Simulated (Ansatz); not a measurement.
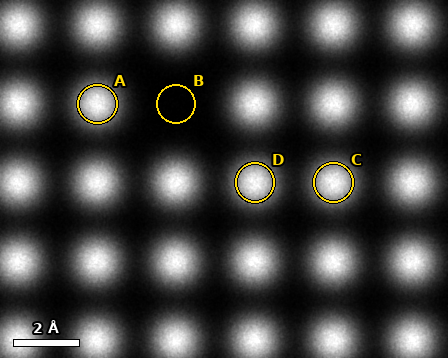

HAADF-like image of Pb (Fm-3m, No. 225) along [001]. Simulated incoherent Z contrast: every atom adds Z^1.8 spread by a probe of 1.17 Å full width; channelling and multiple scattering are left out. Shot noise was added.

The sample is 1 repeat (4.9 Å) thick. One point defect was put into the perfect crystal, without relaxing the atoms around it. Brightness is counted from the darkest point of the image. Host structure: the input geometry of an electronic-structure calculation (not necessarily at equilibrium).

> Which ringed column holds the defect, and does it scatter more or less than its equals?

B; it scatters less. The column holds 1 atom (Pb) through the sample, and one Pb atom is missing, so its peak vanishes.
